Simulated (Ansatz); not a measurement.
# ZrB2 (AlB2 type): how the settings move a calculation

Aim: see which settings change the result for ZrB2 (AlB2 type), by how much, and at what cost.

Method: reference: DFT PBE, scalar-relativistic, plane waves, PAW, in Ansatz 0.2.0.

1 further run of the same task is left out (set aside as unsound or not needed). Runs told in other sessions of the task aren't counted.

## Step 1: The starting structure

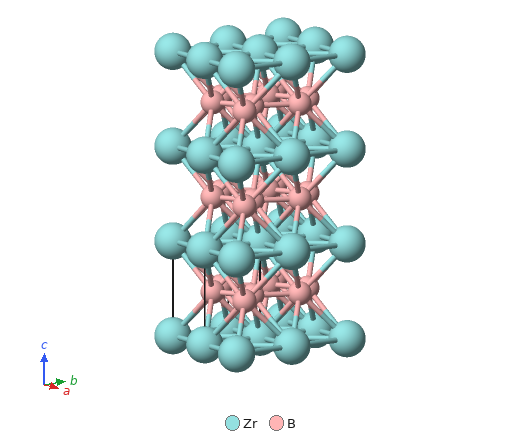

The starting structure, seen slightly off an axis (zirconium light teal, boron pink). 2×2×3 cells are drawn. Atoms on the faces are drawn again on the opposite ones.

Coordinates:

```cif
data_structure
_symmetry_space_group_name_H-M 'P 1'
_symmetry_Int_Tables_number 1
_cell_length_a 3.1934
_cell_length_b 3.1934
_cell_length_c 3.4577
_cell_angle_alpha 90.000
_cell_angle_beta 90.000
_cell_angle_gamma 120.000
_cell_volume 30.54
loop_
_atom_site_label
_atom_site_type_symbol
_atom_site_fract_x
_atom_site_fract_y
_atom_site_fract_z
_atom_site_occupancy
Zr1 Zr 0.00000 0.00000 0.00000 1
B1 B 0.33333 0.66667 0.50000 1
B2 B 0.66667 0.33333 0.50000 1
```

## Step 2: The reference run

input.yaml

```yaml
crystal:
  lattice:
    - [3.193396267, 0.0, 0.0]
    - [-1.5966981335, 2.7655622916, 0.0]
    - [0.0, 0.0, 3.4576883308]
  atoms:
    - { symbol: Zr, position: [0.0, 0.0, 0.0] }
    - { symbol: B, position: [0.3333333333, 0.6666666667, 0.5] }
    - { symbol: B, position: [0.6666666667, 0.3333333333, 0.5] }
basis:
  ecutwfc: 420
  ecutrho_ratio: 4
kpoints:
  mp_grid: { grid: [8, 8, 8] }
hamiltonian:
  xc: pbe
scf:
  occupations: { method: gaussian, width: 0.05 }
output:
  forces: true
  stress: true
  eigenvalues: true
relax:
  f_tol: 0.015
  max_steps: 40
  cell: { stress_tol: 0.15, fix: [volume] }
```

The run is started by

```console
$ ansatz run input.yaml --threads 4 --pin off --max-ram 8192MiB --backend cpu --events-out ev --progress --plain --runs-dir out
```

The main lines of its log:

```text
[...]
Basis set: ecut = 420 eV, 575 PW (Γ), exchange–correlation on 48×48×48 points (8 copies of the dense FFT grid, shifted against one another)
[...]
k-points: 50 of 512
[...]
SCF iter   1: F=—  HF=-4498.699119 eV  |F-HF|=—  |Δ(HF+E_count)|=         —  Δρ=1.72e-3  dr2=1.09e-3  ethr=1.77e-3  ⟨swp⟩=5.0  Hψ=3217  notcnv=0
preconditioner: auto → none  [insulator: Δε(μ)=0.202 eV  Ē_g=8.913 eV  σ=0.050 eV  W_gap=0.58  n_scr=8 (ndim 8)  ℏωp=21.2 eV  f_vac=0.000  D(μ)=0.52/eV (n_scr^D=0)  ε∞_Penn≈6.7]
SCF iter   2: F=—  HF=-4498.698899 eV  |F-HF|=—  |Δ(HF+E_count)|=   2.20e-4  Δρ=7.37e-4  dr2=1.25e-4  ethr=6.06e-6  ⟨swp⟩=2.2  Hψ=1351  notcnv=0
[...]
relax step   1: F+E_penalty+E_count = -4498.69892437 eV  Δ(F+E_penalty+E_count) = +0.000e0 eV  max|allowed force component| = 1.604e-16 eV/Å  Δτ_max = 0.0000 Å  P = +2.098 GPa  Ω = 30.537 Å³  fix = [volume]  reactions: volume +2.098 GPa  (6 SCF iters, dr2 thre
Basis set: ecut = 420 eV, 563 PW (Γ), exchange–correlation on 48×48×48 points (8 copies of the dense FFT grid, shifted against one another)
[...]
relax step   2: F+E_penalty+E_count = -4498.71256853 eV  Δ(F+E_penalty+E_count) = -1.364e-2 eV  max|allowed force component| = 4.811e-16 eV/Å  Δτ_max = 0.0000 Å  P = +2.596 GPa  Ω = 30.537 Å³  energy of the carried Pulay correction = -1.098e-4 eV  fix = [volum
[...]
relax step   3: F+E_penalty+E_count = -4498.71626219 eV  Δ(F+E_penalty+E_count) = -3.694e-3 eV  max|allowed force component| = 1.357e-16 eV/Å  Δτ_max = 0.0000 Å  P = +2.407 GPa  Ω = 30.537 Å³  energy of the carried Pulay correction = -7.582e-5 eV  fix = [volum
[...]
SCF iter   3: F=—  HF=-4498.716470 eV  |F-HF|=—  |Δ(HF+E_count)|=   1.89e-7  Δρ=4.21e-6  dr2=9.35e-9  ethr=1.23e-10  ⟨swp⟩=2.0  Hψ=898  notcnv=0
SCF iter   4: F=-4498.716470 eV  HF=-4498.716470 eV  |F-HF|=4.27e-11  |Δ(HF+E_count)|=   1.42e-9  Δρ=6.00e-7  dr2=7.10e-11  ethr=1.50e-12  ⟨swp⟩=3.0  Hψ=2602  notcnv=0
[...]
relax step   4: F+E_penalty+E_count = -4498.71647032 eV  Δ(F+E_penalty+E_count) = -2.081e-4 eV  max|allowed force component| = 9.869e-17 eV/Å  Δτ_max = 0.0000 Å  P = +2.417 GPa  Ω = 30.537 Å³  fix = [volume]  reactions: volume +2.417 GPa  stress off target by 
[...]
SCF converged after 4 iterations
Free energy (F): -4498.716470 eV
[...]
E sigma→0 (E₀):  -4498.716132 eV
[...]
Fermi energy:    15.844069 eV
[...]
  P = ⅓ Tr σ = 2.4168 GPa (24.168 kbar)
[...]
--- Relaxed structure (3 steps of the walk, 3 accepted, 1 SCFs on fresh bases) ---
[...]
```

Wall time 1.6 s (4 threads of Arm Neoverse V2, shared host); peak memory 0.33 GiB.

## Step 3: Changing settings: mp_grid.grid [3, 3, 3], occupations.width 0.1

input.yaml

```yaml
crystal:
  lattice:
    - [3.163219545089, 0.0, 0.0]
    - [-1.581609772544, 2.739428483794, 0.0]
    - [0.0, 0.0, 3.523974847563]
  atoms:
    - { symbol: Zr, position: [-2.299102320422e-34, -3.095098840392e-35, 0.0] }
    - { symbol: B, position: [0.3333333333333, 0.6666666666667, 0.5] }
    - { symbol: B, position: [0.6666666666667, 0.3333333333333, 0.5] }
basis:
  ecutwfc: 420
  ecutrho_ratio: 4
kpoints:
  mp_grid: { grid: [3, 3, 3] }
hamiltonian:
  xc: pbe
scf:
  occupations: { method: gaussian, width: 0.1 }
output:
  forces: true
  stress: true
```

The run is started by

```console
$ ansatz run input.yaml --threads 4 --pin off --max-ram 8192MiB --backend cpu --events-out ev --progress --plain --runs-dir out
```

What it wrote (excerpt; [...] marks lines left out):

```text
Warning: RAYON_NUM_THREADS=4 ignored (pool sized by the plan → 4); use --threads N
[...]
Pseudopotentials: kind: paw
Pseudopotential: Zr, paw, valence charge 12, recommended cutoff 420 eV (normal), Zr.paw.azcp
Pseudopotential: B, paw, valence charge 3, recommended cutoff 420 eV (normal), B.paw.azcp
Functional definition: PBE
[...]
Crystal: 3 atoms, lattice volume = 30.537 Å³
Basis set: ecut = 420 eV, 563 PW (Γ), exchange–correlation on 48×48×48 points (8 copies of the dense FFT grid, shifted against one another)
Bands: 13, of which v1, the nominal top of the filled ones, is band 9 counted from 1 (8 counted from 0)
Symmetry: 24 space group operations
Space group: P6/mmm (ITA 191), of the structure as read, at distance tolerance 3.1e-5 Å
k-points: 6 of 27
[...]
SCF iter   1: F=—  HF=-4498.757494 eV  |F-HF|=—  |Δ(HF+E_count)|=         —  Δρ=5.40e-3  dr2=1.34e-2  ethr=1.77e-3  ⟨swp⟩=4.8  Hψ=384  notcnv=0
[...]
SCF iter   6: F=-4498.754009 eV  HF=-4498.754009 eV  |F-HF|=2.55e-11  |Δ(HF+E_count)|=  5.88e-10  Δρ=1.23e-6  dr2=1.91e-10  ethr=8.66e-11  ⟨swp⟩=1.8  Hψ=238  notcnv=0
[...]
SCF converged after 6 iterations
Free energy (F): -4498.754009 eV
[...]
E sigma→0 (E₀):  -4498.749425 eV
Entropy (-TS):   -0.009169 eV (-3.056 meV/atom)
Fermi energy:    16.689833 eV
[...]
--- Forces (eV/Å), atoms counted from 1 ---
  atom   1  Zr     0.00000000    -0.00000000     0.00000000
  atom   2  B      0.00000000    -0.00000000     0.00000000
  atom   3  B     -0.00000000     0.00000000    -0.00000000
[...]
--- Stress (GPa, compression-positive) ---
        4.604682       0.000000       0.000000
        0.000000       4.604682       0.000000
        0.000000       0.000000      -3.568594
  P = ⅓ Tr σ = 1.8803 GPa (18.803 kbar)
```

It took 0.26 s on 4 threads of Arm Neoverse V2, shared host; peak memory 0.27 GiB.

Changing the k-point mesh and smearing moves the energy by -11.1 meV/atom (σ→0 values), and the pressure goes from 2.4 to 1.9 GPa. More than one kind of setting changed, and this run alone doesn't tell their shares apart. These settings are too coarse to quote as the system's properties.

## Step 4: Changed: mp_grid.grid [6, 6, 6], occupations.method cold, occupations.width 0.025

input.yaml

```yaml
crystal:
  lattice:
    - [3.163219545089, 0.0, 0.0]
    - [-1.581609772544, 2.739428483794, 0.0]
    - [0.0, 0.0, 3.523974847563]
  atoms:
    - { symbol: Zr, position: [-2.299102320422e-34, -3.095098840392e-35, 0.0] }
    - { symbol: B, position: [0.3333333333333, 0.6666666666667, 0.5] }
    - { symbol: B, position: [0.6666666666667, 0.3333333333333, 0.5] }
basis:
  ecutwfc: 420
  ecutrho_ratio: 4
kpoints:
  mp_grid: { grid: [6, 6, 6] }
hamiltonian:
  xc: pbe
scf:
  occupations: { method: cold, width: 0.025 }
output:
  forces: true
  stress: true
  write_density: true
  write_potential: true
  elf: true
  volumetric_format: npy
```

The run is started by

```console
$ ansatz run input.yaml --threads 4 --pin off --max-ram 8192MiB --backend cpu --events-out ev --progress --plain --runs-dir out
```

What it wrote (excerpt; [...] marks lines left out):

```text
Warning: RAYON_NUM_THREADS=4 ignored (pool sized by the plan → 4); use --threads N
[...]
[... 4 set-up lines as earlier in the session ...]
[...]
Crystal: 3 atoms, lattice volume = 30.537 Å³
Basis set: ecut = 420 eV, 563 PW (Γ), exchange–correlation on 48×48×48 points (8 copies of the dense FFT grid, shifted against one another)
Bands: 13, of which v1, the nominal top of the filled ones, is band 9 counted from 1 (8 counted from 0)
[... 2 set-up lines as earlier in the session ...]
k-points: 28 of 216
[...]
SCF iter   1: F=—  HF=-4498.665243 eV  |F-HF|=—  |Δ(HF+E_count)|=         —  Δρ=2.36e-3  dr2=1.95e-3  ethr=1.77e-3  ⟨swp⟩=5.7  Hψ=1845  notcnv=0
[...]
SCF converged after 6 iterations
Stability not checked: this state was not tested for a lower state beside it, because cold or Methfessel-Paxton smearing, or corrected tetrahedra, fill the levels in a way that the test cannot read (fill_not_monotonic; see scf.lower_state_search)
Free energy (F): -4498.664860 eV
[...]
E sigma→0 (E₀):  -4498.664717 eV
Entropy (-TS):   -0.000428 eV (-0.143 meV/atom)
Fermi energy:    15.572156 eV
[...]
--- Forces (eV/Å), atoms counted from 1 ---
  atom   1  Zr     0.00000000    -0.00000000     0.00000000
  atom   2  B      0.00000000    -0.00000000     0.00000000
  atom   3  B      0.00000000     0.00000000    -0.00000000
[...]
--- Stress (GPa, compression-positive) ---
        3.107462       0.000000       0.000000
        0.000000       3.107462       0.000000
        0.000000       0.000000       1.726816
  P = ⅓ Tr σ = 2.6472 GPa (26.472 kbar)
--- Band table (eV; the first three rows and the last of 28) ---
  k-point 0: bands = ["-32.6875", "-10.8996", "-10.3088", "-10.3088", "3.1367", "13.2600", "13.2600", "13.3134", "13.5606", "19.3329", "19.3329", "20.1285", "20.1285"]
[...]
```

Wall time 0.39 s (4 threads of Arm Neoverse V2, shared host); peak memory 0.29 GiB.

Changing the k-point mesh and smearing moves the energy by +17.1 meV/atom (σ→0 values). More than one kind of setting changed, and this run alone doesn't tell their shares apart. These settings are too coarse to quote as the system's properties.

## Step 5: Changed: symmetry.detect false, ecutrho_ratio 9, hubbard.sites [{species: Zr, l: d, u_eff: 3.0}], hubbard.double_counting amf

input.yaml

```yaml
crystal:
  lattice:
    - [3.163219545089, 0.0, 0.0]
    - [-1.581609772544, 2.739428483794, 0.0]
    - [0.0, 0.0, 3.523974847563]
  atoms:
    - { symbol: Zr, position: [-2.299102320422e-34, -3.095098840392e-35, 0.0] }
    - { symbol: B, position: [0.3333333333333, 0.6666666666667, 0.5] }
    - { symbol: B, position: [0.6666666666667, 0.3333333333333, 0.5] }
  symmetry: { detect: false }
basis:
  ecutwfc: 420
  ecutrho_ratio: 9
kpoints:
  mp_grid: { grid: [8, 8, 8] }
hamiltonian:
  xc: pbe
  hubbard: { sites: [{ species: Zr, l: d, u_eff: 3.0 }], double_counting: amf }
scf:
  occupations: { method: gaussian, width: 0.05 }
output:
  forces: true
  stress: true
  write_density: true
  write_potential: true
  elf: true
  volumetric_format: npy
```

The run is started by

```console
$ ansatz run input.yaml --threads 4 --pin off --max-ram 8192MiB --backend cpu --events-out ev --progress --plain --runs-dir out
```

What it wrote (excerpt; [...] marks lines left out):

```text
Warning: RAYON_NUM_THREADS=4 ignored (pool sized by the plan → 4); use --threads N
Zr: projections on atomic orbitals take those of the free atom [Ar 3d10] 4s2 4p6 4d2 5s2, of charge +0.00 (hamiltonian.pseudopotentials.projection_atoms); the dataset's partial waves leave at most 4.4e-6 of an orbital's norm unspanned inside its sphere
B: projections on atomic orbitals take those of the free atom [He] 2s2 2p1, of charge +0.00 (hamiltonian.pseudopotentials.projection_atoms); the dataset's partial waves leave at most 3.0e-9 of an orbital's norm unspanned inside its sphere
[...]
[... 4 set-up lines as earlier in the session ...]
[...]
Crystal: 3 atoms, lattice volume = 30.537 Å³
[...]
SCF converged after 7 iterations
Free energy (F): -4498.724357 eV
[...]
E sigma→0 (E₀):  -4498.724033 eV
Entropy (-TS):   -0.000647 eV (-0.216 meV/atom)
Fermi energy:    15.863522 eV
[...]
DFT+U double counting: amf (around mean field; hamiltonian.hubbard.double_counting)
--- Forces (eV/Å), atoms counted from 1 ---
  atom   1  Zr     0.00000014     0.00000006     0.00000065
  atom   2  B     -0.00000020    -0.00000007    -0.00000038
  atom   3  B     -0.00000037    -0.00000016    -0.00000039
[...]
--- Stress (GPa, compression-positive) ---
        2.178565       0.000000      -0.000000
        0.000000       2.178566       0.000001
       -0.000000       0.000001       3.002248
  P = ⅓ Tr σ = 2.4531 GPa (24.531 kbar)
--- Band table (eV; the first three rows and the last of 260) ---
  k-point 0: bands = ["-32.6879", "-10.9007", "-10.3092", "-10.3092", "3.1402", "13.2274", "13.2274", "13.3809", "13.5644", "19.3833", "19.3833", "20.0725", "20.0725"]
[...]
Occupation matrices written to <dir>
```

It took 4.5 s on 4 threads of Arm Neoverse V2, shared host; peak memory 0.5 GiB.

Changing the use of symmetry, numerical grids, Hubbard U and double counting of the Hubbard term moves the energy by -2.6 meV/atom. The U term adds an energy of its own, so the shift says nothing about which run is better.

## Step 6: Side by side

| run | ending | energy change | pressure (GPa) | gap (eV) | force (eV/Å) | cycles | time |
| --- | --- | --- | --- | --- | --- | --- | --- |
| reference | converged | 0 | 2.4 | 0.00 | 0.00 | - | 1.6 s |
| 1: mp_grid.grid [3, 3, 3], occupations.width 0.1 | converged | -11.1 meV/atom (σ→0) | 1.9 | 0.00 | 0.00 | 6 | 0.26 s |
| 2: mp_grid.grid [6, 6, 6], occupations.method cold, occupations.width 0.025 | converged | +17.1 meV/atom (σ→0) | 2.6 | 0.00 | 0.00 | 6 | 0.39 s |
| 3: symmetry.detect false, ecutrho_ratio 9, hubbard.sites [{species: Zr, l: d, u_eff: 3.0}], hubbard.double_counting amf | converged | -2.6 meV/atom (Hubbard term changed: no physical gain or loss) | 2.5 | 0.00 | 0.00 | 7 | 4.5 s |

Times don't compare one to one where runs were asked for different outputs or read a saved state (see the inputs); cycles may leave out searches for a lower state.

What this shows: Of the converged runs whose energies compare with the reference's, «mp_grid.grid [6, 6, 6], occupations.method cold, occupations.width 0.025» moves the energy most (+17.1 meV/atom). A changed U is a change of model: its shifts are not errors of convergence.
